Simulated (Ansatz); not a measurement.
# Cl$_{2}$Ga$_{2}$H$_{6}$N$_{2}$: what the fields show

```xyz
12

Cl   -1.7637   -1.7792    1.6459
Ga    0.0438   -1.3716    0.5168
N     0.6865    0.4290    1.1091
Ga    0.2720    1.2850   -0.6520
Cl   -1.3839    2.6421   -0.2990
N    -0.5367   -0.4700   -1.1732
H     1.1538   -2.4494    0.3464
H     0.1115    0.8067    1.8554
H     1.6509    0.4805    1.4145
H     1.5119    1.7185   -1.4871
H    -1.5478   -0.4129   -1.2407
H    -0.1985   -0.8787   -2.0361
```

Geometry: PBE0-D4/def2-TZVP.

The calculation used Ansatz, RKS PBE0-D4/def2-TZVPP.

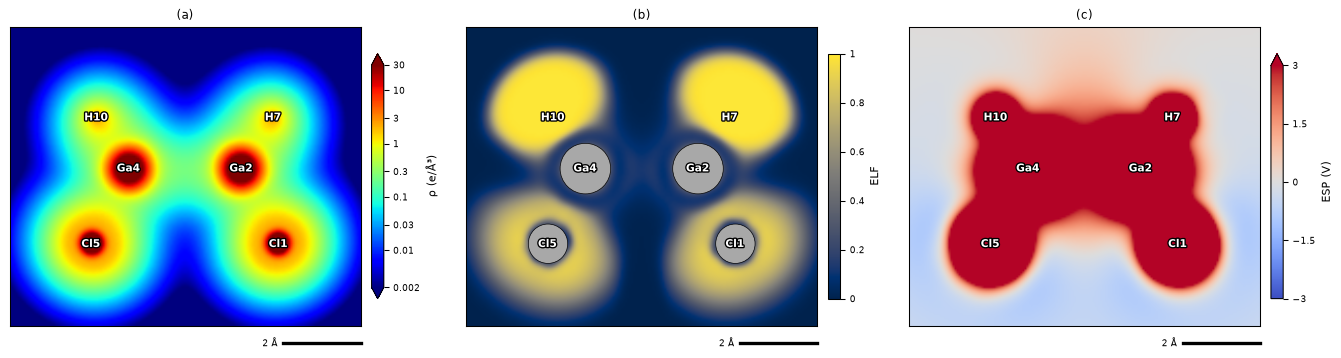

Figure 1. (a) electron density; (b) ELF; (c) molecular electrostatic potential on the plane of atoms Cl1, Ga2 and H7. Grey discs cover the atomic cores in the ELF map.

### What do the fields say about this system?

- Atoms in the plane: Cl, Ga and H.
- Ga–Cl (2.17 Å): ρ at the midpoint is about 0.7 e/Å³; the ELF peaks at about 0.85 in the valence shell of Cl, 0.8 Å from its nucleus, and is about 0.60 at the midpoint.
- Ga–H (1.56 Å): ρ at the midpoint is about 1 e/Å³; the ELF climbs to about 1 towards the hydrogen.
- The ELF also peaks beside Cl5 and Cl1, away from the bonds: lone-pair regions.
- Outside the dense part of the molecule the potential is most negative (−0.9 V) near Cl1 and Cl5.

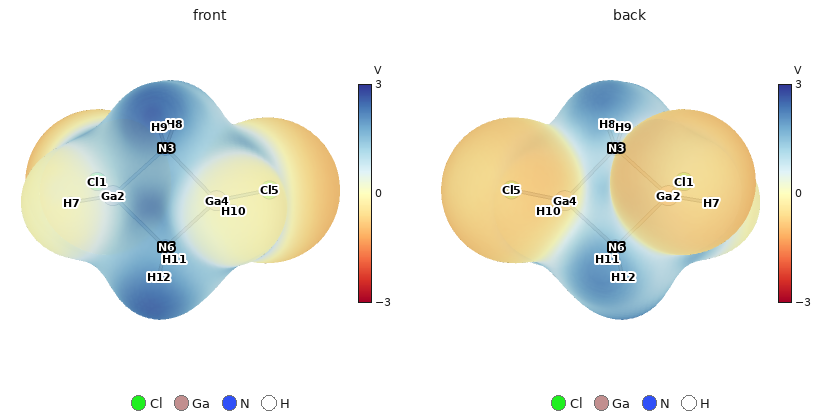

Figure 2. The electrostatic potential painted on the density surface at 0.002 e/bohr³, seen from the front and from behind; red is negative and blue positive.

### Where is the surface potential most negative and most positive?

The most negative region (about −0.9 V, or −21 kcal/mol for a unit charge) lies over Cl1 and Cl5, the most positive (about +2.5 V, or +58 kcal/mol for a unit charge) over H9 and H12.

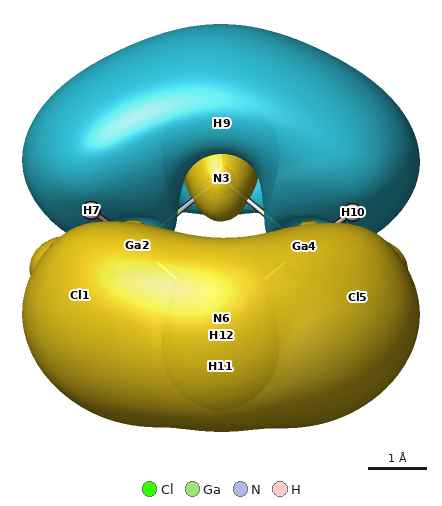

Figure 3. The LUMO at ±0.05 Å⁻³ᐟ² (yellow and cyan are the two phases), seen at a tilt.

### What is the character of this orbital?

Its weight (Hirshfeld) is mainly on Ga2 (about 25 %), Ga4 (about 25 %), H9 (about 5 %), H12 (about 5 %), N3 (about 5 %) and N6 (about 5 %). Its energy is −0.22 eV.
